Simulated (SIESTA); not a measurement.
Band structure of TaCr₂ (Fd-3m, 6 atoms in the cell).

```yaml
crystal:
  lattice:
    - [0.00000, 3.44896, 3.44896]
    - [3.44896, 0.00000, 3.44896]
    - [3.44896, 3.44896, 0.00000]
  atoms:
    - { symbol: Ta, position: [0.75000, 0.75000, 0.75000] }
    - { symbol: Ta, position: [0.50000, 0.50000, 0.50000] }
    - { symbol: Cr, position: [0.12500, 0.12500, 0.62500] }
    - { symbol: Cr, position: [0.12500, 0.62500, 0.12500] }
    - { symbol: Cr, position: [0.12500, 0.12500, 0.12500] }
    - { symbol: Cr, position: [0.62500, 0.12500, 0.12500] }
```

Method of the run: LDA PW92, numerical atomic orbitals DZP, PseudoDojo LDA standard norm-conserving potentials (rewritten from UPF to PSML) (SIESTA).

Settings: XC.functional = LDA; XC.authors = PW92; potentials = PseudoDojo LDA standard; PAO.BasisSize = DZP; PAO.EnergyShift = 0.01 Ry; MeshCutoff = 300 Ry; kgrid.MonkhorstPack = 8 8 8; OccupationFunction = MP; OccupationMPOrder = 0; ElectronicTemperature = 100 meV; MaxSCFIterations = 150; SCF.Mixer.Method = Broyden; SCF.Mixer.Weight = 0.2; SCF.Mixer.History = 8.

The starting cell comes from a database of computed structures (which also holds hypothetical and non-ambient phases and stackings), without a prior relaxation at this level. Spin-orbit coupling is off. Spin polarisation is off. Values carry the incompleteness of an atom-centred basis.

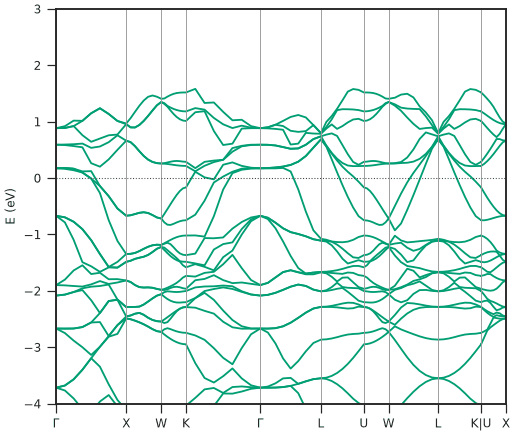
Figure: Bands along the path, energies from the Fermi level.

Levels in eV from the Fermi level, bands 39 to 44:
| point | 39 | 40 | 41 | 42 | 43 | 44 |
|---|---|---|---|---|---|---|
| Γ | -0.67 | 0.17 | 0.17 | 0.17 | 0.59 | 0.59 |
| X | -1.35 | -1.35 | -0.67 | -0.67 | 0.66 | 0.66 |
| W | -1.19 | -1.19 | -0.72 | -0.72 | 0.26 | 0.26 |
| K | -1.37 | -1.02 | -0.75 | -0.17 | 0.21 | 0.29 |
| L | -1.11 | -1.08 | 0.69 | 0.69 | 0.74 | 0.74 |
| U | -1.37 | -1.02 | -0.75 | -0.17 | 0.21 | 0.29 |

Bands cross the Fermi level along this path, so the cell is metallic at this level.

Higher empty bands are left out: an atom-centred basis made for the valence describes them poorly.
